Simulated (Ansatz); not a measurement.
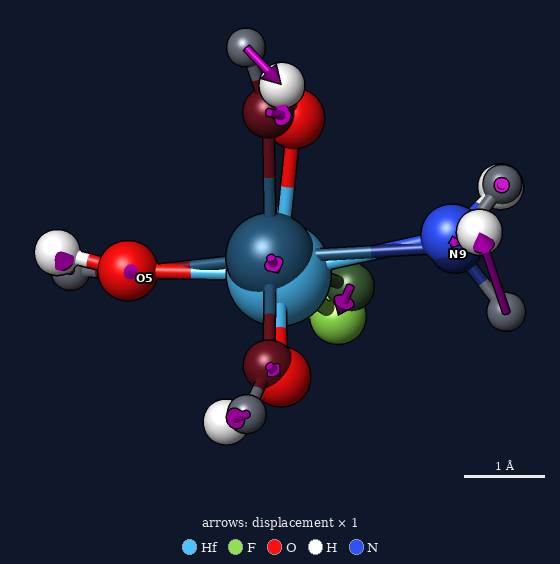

A relaxation of HfNH5O3F (multiplicity 2). The starting structure is drawn faded, the final one solid; purple arrows show the displacements, at their true length. The two geometries are superimposed by the best rigid fit.

A ball-and-stick model, seen at a tilt.

The run prepares an end point of a later path (reaction) calculation, from a guessed geometry.

Method: UKS PBE/def2-SVP (Ansatz). (collinear spin; force threshold 0.03 eV/Å; at most 50 steps)

> Which element moves most?

Hydrogen: up to 1.48 Å, against 0.51 Å for oxygen.

> What happened in the run?

Over 29 accepted moves (37 points after the start) the energy falls by 3.27 kcal/mol. Largest force component: 0.62 eV/Å at the start, 0.03 eV/Å at the end. The line search rejected the trial steps at points 1, 9, 16, 21, 25, 29, 32, 35 of the run. The forces were under the threshold at step 33, but the run went on from there. The largest move after the best rigid fit is that of an H atom, 1.48 Å. By element the largest moves are H 1.48 Å, O 0.51 Å, F 0.50 Å, Hf 0.34 Å, N 0.15 Å. Near-neighbour distances that change, for instance: Hf–O 1.949 → 2.044 Å, Hf–N 2.372 → 2.329 Å, F–Hf 1.989 → 1.949 Å, Hf–O 1.948 → 1.971 Å. Among the angles between lasting bonds that change: Hf–O–H 162.2° → 128.8°, Hf–O–H 163.5° → 131.9°, F–Hf–N 68.7° → 85.9°.
